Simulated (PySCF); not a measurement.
Molecule (SMILES): [C-]#[S+] (C-S).
Geometry (B3LYP-D3(BJ)/def2-TZVP, fixed):
```xyz
2

C      0.0000     0.0000    -1.1142
S      0.0000     0.0000     0.4178
```

Basis-set convergence of the mean static polarisability at PBE with PySCF. All functions are spherical. Density fitting with generated auxiliary sets. No added dispersion term, no relativity. Reference: the value in aug-cc-pV(5+d)Z, 29.26 bohr³, itself unsure by roughly 0.3 % (its mean distance from aug-pcseg-3, aug-cc-pV(Q+d)Z, aug-pcseg-2). Deviations are taken from unrounded values. Cost is core time over that of 6-311++G(3df,3pd), rough, on shared machines of one kind; a dash marks a row that isn't timed (too short, read off another run, short of memory, by another algorithm or on other hardware).

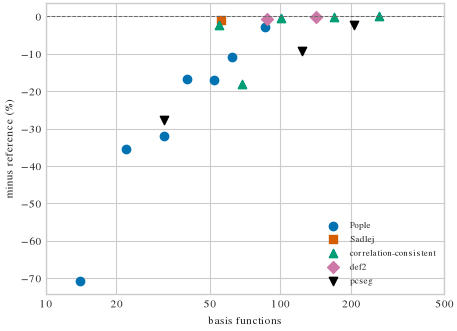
*Deviation from the reference against the number of basis functions, by family of sets.*

```json
[
 {"basis": "STO-3G", "functions": "14", "mean static polarisability (bohr³)": "8.56", "minus reference (%)": "-70.8", "cost": "-"},
 {"basis": "6-31G", "functions": "22", "mean static polarisability (bohr³)": "18.92", "minus reference (%)": "-35.3", "cost": "-"},
 {"basis": "6-31G**", "functions": "32", "mean static polarisability (bohr³)": "19.90", "minus reference (%)": "-32.0", "cost": "-"},
 {"basis": "pcseg-1", "functions": "32", "mean static polarisability (bohr³)": "21.18", "minus reference (%)": "-27.6", "cost": "-"},
 {"basis": "6-31+G*", "functions": "40", "mean static polarisability (bohr³)": "24.37", "minus reference (%)": "-16.7", "cost": "-"},
 {"basis": "6-311+G**", "functions": "52", "mean static polarisability (bohr³)": "24.30", "minus reference (%)": "-16.9", "cost": "0.6×"},
 {"basis": "aug-cc-pV(D+d)Z", "functions": "55", "mean static polarisability (bohr³)": "28.56", "minus reference (%)": "-2.4", "cost": "0.8×"},
 {"basis": "Sadlej pVTZ", "functions": "56", "mean static polarisability (bohr³)": "28.96", "minus reference (%)": "-1.0", "cost": "0.9×"},
 {"basis": "6-311++G(2d,2p)", "functions": "62", "mean static polarisability (bohr³)": "26.11", "minus reference (%)": "-10.8", "cost": "0.8×"},
 {"basis": "cc-pV(T+d)Z", "functions": "69", "mean static polarisability (bohr³)": "23.95", "minus reference (%)": "-18.1", "cost": "0.8×"},
 {"basis": "6-311++G(3df,3pd)", "functions": "86", "mean static polarisability (bohr³)": "28.46", "minus reference (%)": "-2.7", "cost": "1×"},
 {"basis": "def2-TZVPPD", "functions": "88", "mean static polarisability (bohr³)": "29.07", "minus reference (%)": "-0.6", "cost": "1×"},
 {"basis": "aug-cc-pV(T+d)Z", "functions": "101", "mean static polarisability (bohr³)": "29.13", "minus reference (%)": "-0.5", "cost": "1×"},
 {"basis": "pcseg-3", "functions": "124", "mean static polarisability (bohr³)": "26.52", "minus reference (%)": "-9.4", "cost": "3×"},
 {"basis": "def2-QZVPPD", "functions": "142", "mean static polarisability (bohr³)": "29.22", "minus reference (%)": "-0.2", "cost": "3×"},
 {"basis": "aug-cc-pV(Q+d)Z", "functions": "169", "mean static polarisability (bohr³)": "29.25", "minus reference (%)": "-0.1", "cost": "4×"},
 {"basis": "pcseg-4", "functions": "206", "mean static polarisability (bohr³)": "28.60", "minus reference (%)": "-2.3", "cost": "7×"},
 {"basis": "aug-cc-pV(5+d)Z", "functions": "263", "mean static polarisability (bohr³)": "29.26", "minus reference (%)": "0.0", "cost": "10×"}
]
```
